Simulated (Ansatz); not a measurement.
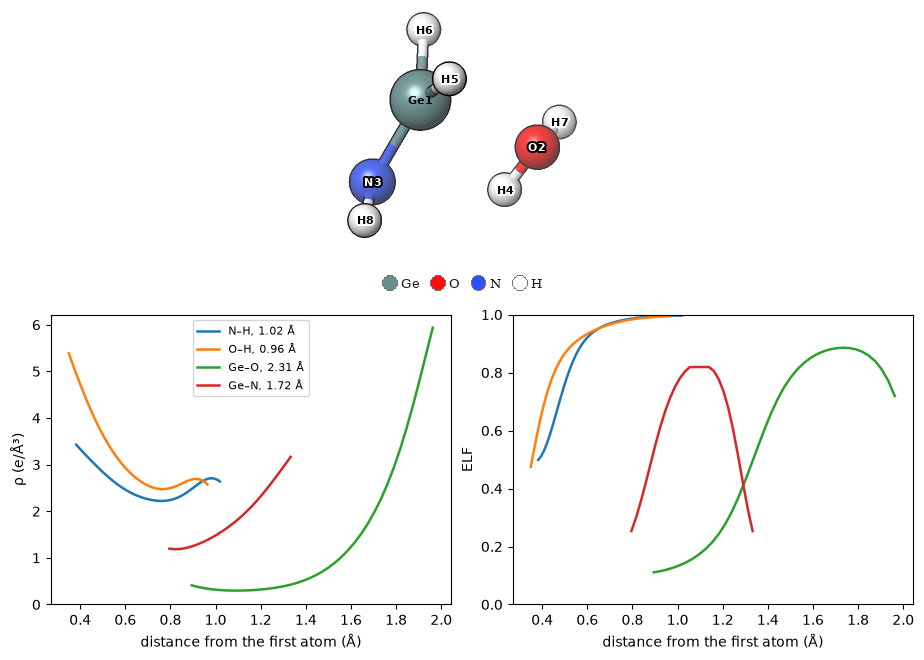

GeH$_{3}$N···H$_{2}$O. Electron density and ELF along straight lines between neighbouring atoms. The curves leave out the atomic cores. The structure is drawn too.

The product side of a reaction path; geometry: PBE0-D4/def2-TZVP.

The calculation used Ansatz, RKS PBE0-D4/def2-TZVPP.

Input

```
crystal:
  periodic: [false, false, false]
  atoms:
    - {symbol: Ge, position_ang: [-0.184680, 0.427686, 0.793135]}
    - {symbol: O, position_ang: [0.166277, 0.192768, -1.476443]}
    - {symbol: N, position_ang: [0.152035, -1.238841, 1.049864]}
    - {symbol: H, position_ang: [0.280554, -0.746487, -1.240173]}
    - {symbol: H, position_ang: [0.724992, 1.657739, 0.996199]}
    - {symbol: H, position_ang: [-1.648292, 0.833457, 0.569219]}
    - {symbol: H, position_ang: [-0.603921, 0.243348, -2.053907]}
    - {symbol: H, position_ang: [1.113034, -1.369570, 1.362107]}
basis:
  gaussian: {orbitals: def2-TZVPP}
hamiltonian: {xc: pbe0, dispersion: d4}
output: {orbitals: {seedname: orbitals}}
```

Run with:

```sh
ansatz run in.yaml --threads 4 --pin off --events-out ev --progress --plain --max-ram 9574MiB
```

### What can be read from the curves?

N–H (1.02 Å): ρ at the midpoint is about 2.8 e/Å³; the ELF climbs to about 1 towards the hydrogen, as it does in any bond to H; an ordinary covalent bond to hydrogen.
O–H (0.96 Å): ρ at the midpoint is about 3.8 e/Å³; the ELF climbs to about 1 towards the hydrogen: a covalent bond by its length.
Ge1···O2 (2.31 Å): the density falls to about 0.3 e/Å³ on the way; the ELF is about 0.20 at the midpoint.
Ge–N (1.72 Å): ρ at the midpoint is about 1.2 e/Å³; the ELF peaks at about 0.80 in the valence shell of N, 0.6 Å from its nucleus, and is about 0.40 at the midpoint.
